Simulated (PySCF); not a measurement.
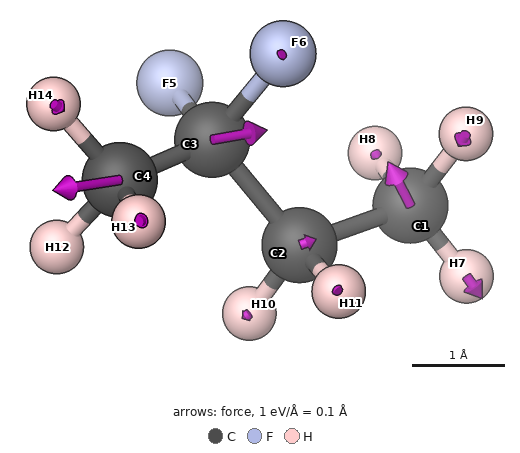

Starting geometry of CH$_{3}$CH$_{2}$CF$_{2}$CH$_{3}$ with the computed forces as purple arrows. Style: ball-and-stick. Shown at a tilt.

The start comes from MMFF94s. Its atoms were then displaced at random by about 0.03 Å.

Level of theory: PBE0-D3(BJ)/def2-SVP geometry optimisation, gas phase (PySCF 2.14.0, density-fitted response routines). 

**Is this structure relaxed? If not, where do the atoms go?**

It isn't relaxed: the largest force vector, on C4, is 9.59 eV/Å. The final displacements follow the starting forces only in part (cosine between the two patterns 0.69). The largest move after the best rigid fit is that of C4, 0.11 Å. By element the largest moves are C 0.11 Å, H 0.09 Å, F 0.04 Å. Near-neighbour distances that change, for instance: C3–C4 1.357 → 1.507 Å, C1–H9 1.182 → 1.099 Å, C1–H7 1.021 → 1.099 Å, C4–H14 1.171 → 1.099 Å. Bond angles that change, for instance: H13–C4–H14 95.4° → 109.0°, C3–C4–H13 121.3° → 110.3°, C3–C4–H14 115.3° → 108.9°. After 9 geometry steps the energy has fallen by 1.113 eV. Cost: 35 s on 1 thread of Intel(R) Xeon(R) 6975P-C (shared host).
